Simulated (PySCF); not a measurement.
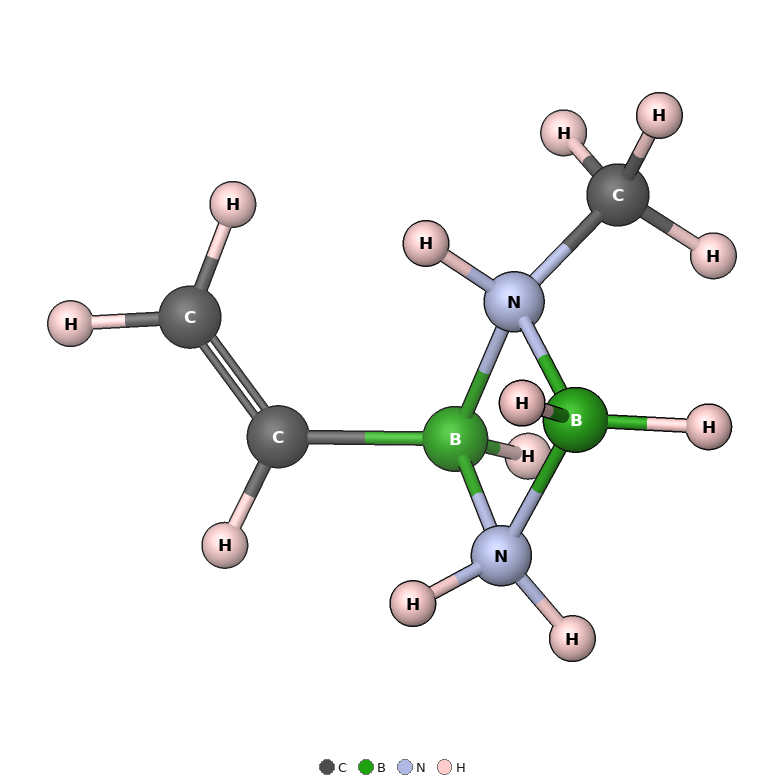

Multiple sticks mark multiple bonds (one Kekulé form).

Computed geometry: GFN2-xTB optimisation. No frequency run is at hand to confirm it as a minimum.

Give the formula.

C3H12B2N2, 19 atoms: 3 carbon, 12 hydrogen, 2 boron and 2 nitrogen.

How many bonds of each kind are drawn?

6 C–H, 4 B–N, 3 B–H, 3 N–H, 1 C–C, 1 C–B, 1 C–N.

Give a SMILES string for it.

C=C[B@@H-]1[NH2+][BH2-][N@H+]1C

Does it have rings?

Independent rings (smallest set): 1 of 4 members.

Give the symmetry (Schoenflies symbol).

C1.

More results for the same structure follow; atom numbers are the same in all pictures, views and colours differ.

**Electronic properties**

No frequency run is at hand to confirm it as a minimum. Properties computed with PBE0/def2-SVPD, gas phase (PySCF 2.14.0). Excitations: vertical, linear response.

Computed properties:

- dipole moment: 0.31 D
- HOMO energy (Kohn–Sham orbital): −7.18 eV
- LUMO energy (Kohn–Sham orbital): 0.11 eV
- HOMO–LUMO gap: 7.29 eV
- mean static polarisability: 81.7 bohr³
- lowest vertical singlet excitation: 6.49 eV
- its oscillator strength: 0.101
- brightest of the 6 lowest singlets: 7.13 eV
- its oscillator strength: 0.14

**Charges**

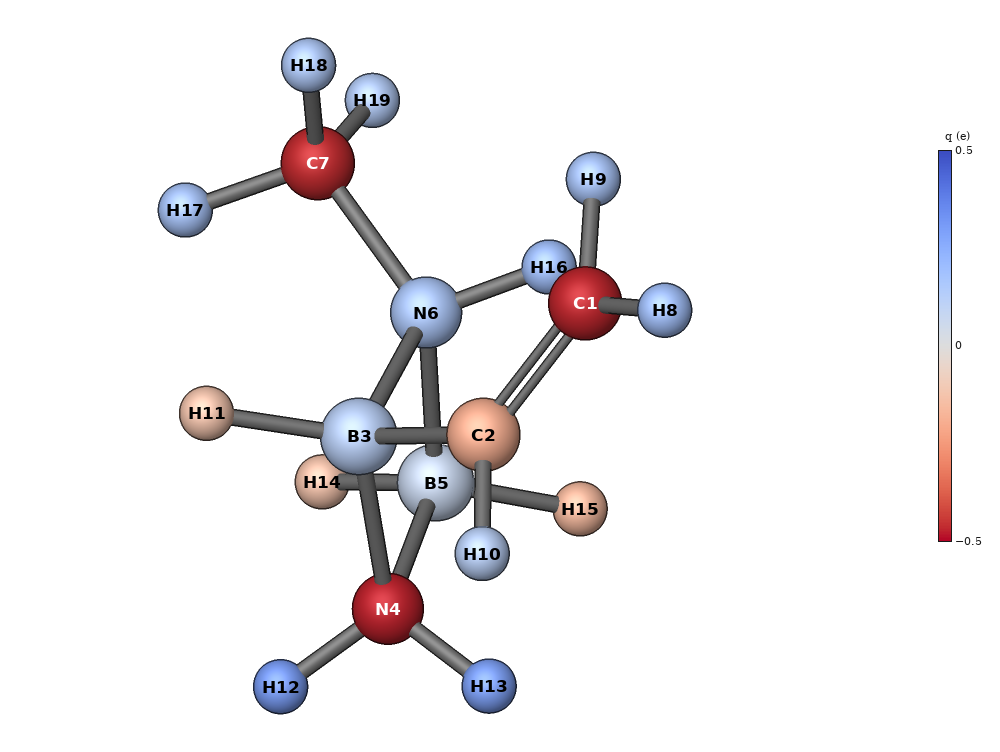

Atoms are coloured by their ESP-fitted charges. No frequency run is at hand to confirm it as a minimum. Properties computed with PBE0/pcSseg-1, gas phase (PySCF 2.14.0).

Which atom carries the highest charge (most positive or least negative)?

H12 (0.29 e).

And the lowest?

C1, N4 (−0.47 e).

Give the ESP-fitted charges atom by atom.

```tsv
atom	value (e)
C1	−0.47
C2	−0.19
B3	0.12
N4	−0.47
B5	0.07
N6	0.15
C7	−0.46
H8	0.18
H9	0.16
H10	0.12
H11	−0.12
H12	0.29
H13	0.28
H14	−0.12
H15	−0.15
H16	0.18
H17	0.16
H18	0.14
H19	0.13
```

**Ring current**

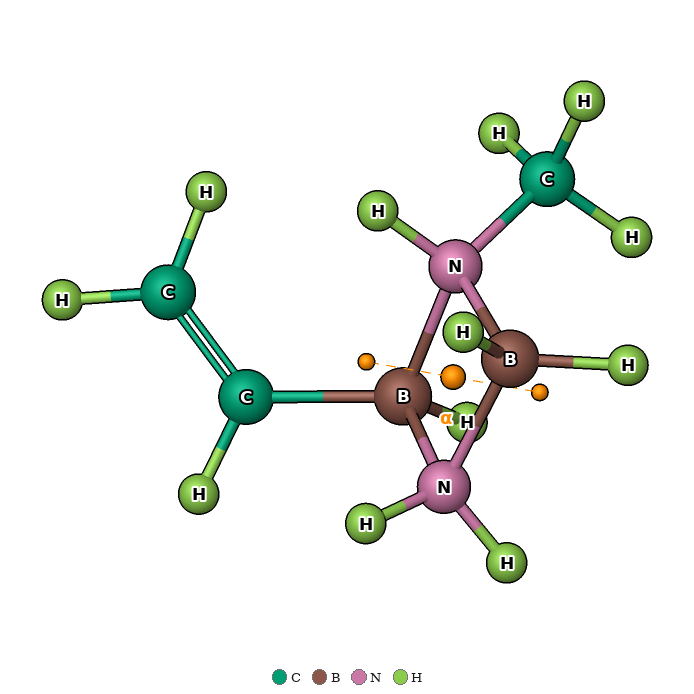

The small points mark where nucleus-independent chemical shifts (NICS) were computed: at the centre of each lettered ring and 1 Å above and below it. No frequency run is at hand to confirm it as a minimum. Level of theory: GIAO PBE0/pcSseg-1 NMR shielding, non-relativistic, gas phase (PySCF 2.14.0).

Give NICS(0), NICS(1) and the out-of-plane component NICS(1)zz for each ring (means of the two sides).

```tsv
ring	members	NICS(0)	NICS(1)	NICS(1)zz
α	B2N2	−5.8	−1.0	1.9
```

Values in ppm.

**NMR shielding**

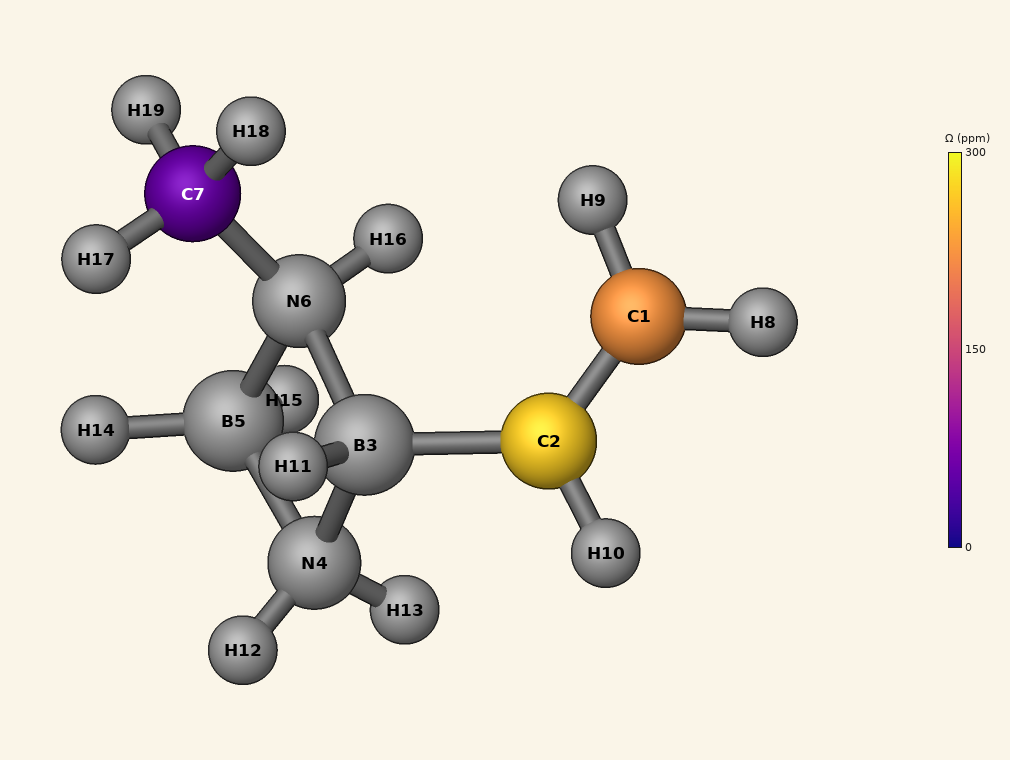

The C atoms are coloured by the span of their shielding tensor. No frequency run is at hand to confirm it as a minimum. Level of theory: GIAO PBE0/pcSseg-1 NMR shielding, non-relativistic, gas phase (PySCF 2.14.0). Principal shieldings σ11 ≤ σ22 ≤ σ33, span Ω = σ33 − σ11, skew κ = 3(σiso − σ22)/Ω.

Which C atom has the most anisotropic shielding?

C2, with a span of 270 ppm.

Give the shielding tensors of the C atoms.

| atom | σ11 | σ22 | σ33 | σiso | Ω | κ |
| --- | --- | --- | --- | --- | --- | --- |
| C1 | −54.6 | 76.8 | 170.4 | 64.2 | 225.0 | −0.17 |
| C2 | −105.6 | 21.6 | 164.5 | 26.8 | 270.1 | 0.06 |
| C7 | 124.7 | 131.1 | 182.7 | 146.2 | 58.0 | 0.78 |

Shieldings and span in ppm.

The geometry is semi-empirical. Around B such bond lengths and angles can be off by a tenth of an ångström or more and by several degrees, and values that hang on the shape move with them.
